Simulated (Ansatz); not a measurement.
# Breaking a bond in CH4Si (SMILES [CH][SiH3])

The species is CH4Si (6 atoms), meant as a triplet with charge 0. As SMILES, `[CH][SiH3]`. Geometry: relaxed at GFN2-xTB.

```xyz
6

C     0.6673   -0.8522    0.7346
Si   -0.2589    0.4043   -0.1786
H     1.1379   -1.8135    0.7310
H    -1.5441   -0.1432   -0.6446
H     0.5114    0.8610   -1.3475
H    -0.5136    1.5436    0.7052
```

The C1–H3 distance is scanned; the parts on either side stay rigid. Basis STO-3G, 6 core orbitals frozen in the correlated methods; program Ansatz 0.2.0. FCI is exact within this basis and core. Energies in eV from each method's value at 1.070 Å; open shells run as named. The shape above is that at 1.070 Å.

| distance (Å) | U-revPBE | UB3LYP | UBHLYP | UB2PLYP | UCCSD | UCCSDTQ | FCI |
| --- | --- | --- | --- | --- | --- | --- | --- |
| 1.070 | 0.00 | 0.00 | 0.00 | 0.00 | 0.00 | 0.00 | 0.00 |
| 1.338 | 0.70 | 0.78 | 0.92 | 0.83 | 0.72 | 0.71 | 0.71 |
| 1.606 | 2.23 | 2.41 | 2.71 | 2.54 | 2.23 | 2.21 | 2.21 |
| 2.141 | 4.86 | 5.22 | 5.18 | 5.01 | 4.37 | 4.32 | 4.32 |
| 2.676 | 5.63 | 5.80 | 5.73 | 5.51 | 4.88 | 4.86 | 4.86 |

Departure from the FCI curve at its largest: U-revPBE +0.77 eV at 2.68 Å; UB3LYP +0.94 eV at 2.68 Å; UBHLYP +0.87 eV at 2.68 Å; UB2PLYP +0.69 eV at 2.14 Å; UCCSD +0.05 eV at 2.14 Å; UCCSDTQ within 0.005 eV. For the functionals part of the departure is owed to the small basis.

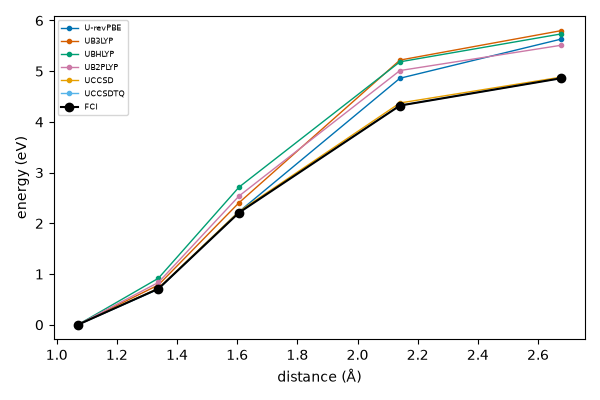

The curves of the table.
